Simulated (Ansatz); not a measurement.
## Electronic structure of AlBH$_{4}$ in real space

Input file:

```
crystal:
  periodic: [false, false, false]
  atoms:
    - {symbol: B, position_ang: [0.032302, 0.978605, -0.036308]}
    - {symbol: Al, position_ang: [-0.037349, -1.133578, 0.042075]}
    - {symbol: H, position_ang: [-1.334687, -1.929837, -0.429934]}
    - {symbol: H, position_ang: [1.205462, -1.977142, 0.574764]}
    - {symbol: H, position_ang: [0.423505, 1.582542, -0.997264]}
    - {symbol: H, position_ang: [-0.315837, 1.676447, 0.876399]}
basis:
  gaussian: {orbitals: def2-TZVPP}
hamiltonian: {xc: pbe0, dispersion: d4}
output: {orbitals: {seedname: orbitals}}
```

Command:

```sh
ansatz run in.yaml --threads 2 --pin off --events-out ev --progress --plain --max-ram 4352MiB
```

Geometry: PBE0-D4/def2-TZVP.

Computed with RKS PBE0-D4/def2-TZVPP (Ansatz).

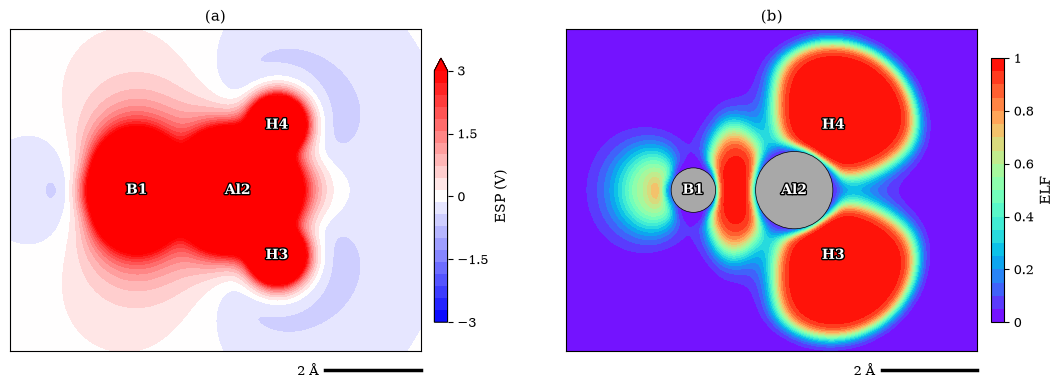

Figure 1. (a) electrostatic potential; (b) ELF on the plane of atoms H3, Al2 and H4. Grey discs cover the atomic cores in the ELF map.

### What does the map show?

The section cuts through B, Al and H sites.
Al–B (2.11 Å): the ELF peaks at about 1 between the atoms, as expected for a covalent bond.
Al–H (1.59 Å): the ELF climbs to about 1 towards the hydrogen.
Outside the dense part of the molecule the potential is most negative (−0.5 V) near H3 and H4.

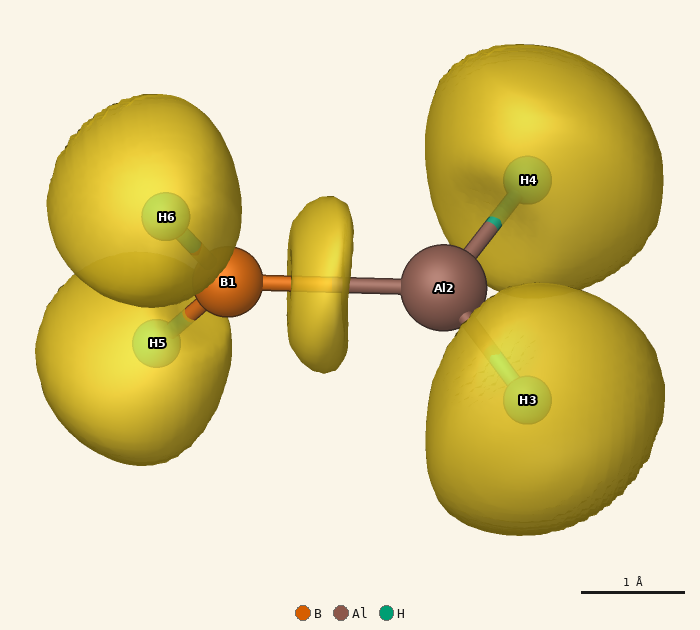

Figure 2. Isosurface of the electron localisation function at 0.9 (yellow), seen at an oblique angle. Core shells and regions of very low density are left out.

### What do the ELF domains correspond to?

The ELF exceeds this value in one region between bonded Al–B atoms (shared pairs) and four regions around hydrogen nuclei.


 B–H (1.20 Å): the ELF climbs to about 1 towards the hydrogen (a covalent bond by its length).

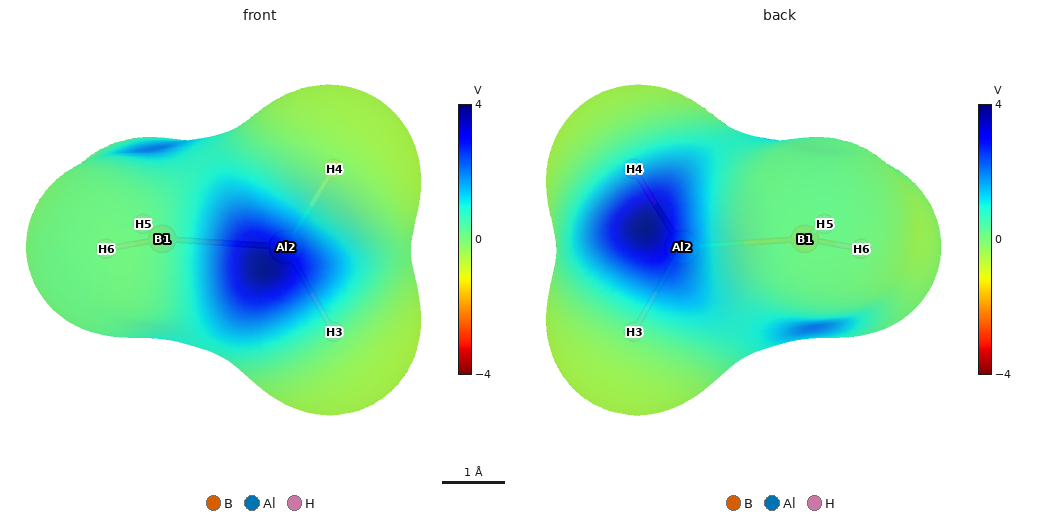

Figure 3. The molecular electrostatic potential painted on the density surface at 0.002 e/bohr³, seen from the front and from behind; the colour scale runs from red (negative) to blue (positive).

### Where is the surface potential most negative and most positive?

The most negative region (about −0.5 V, or −12 kcal/mol for a unit charge) lies over H3 and H4, the most positive (about +3.8 V, or +88 kcal/mol for a unit charge) over Al2.

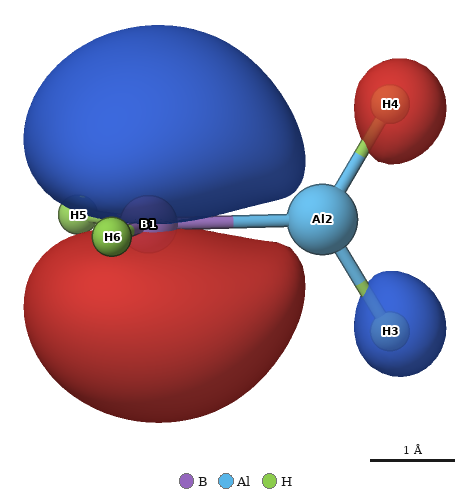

Figure 4. One frontier orbital at ±0.08 Å⁻³ᐟ² (blue and red are the two phases), seen at a tilt.

### Which orbital is it: HOMO or LUMO?

The LUMO, at −2.35 eV. Its weight (Hirshfeld) is mainly on B1 (about 65 %), Al2 (about 20 %), H6 (about 5 %) and H5 (about 5 %).
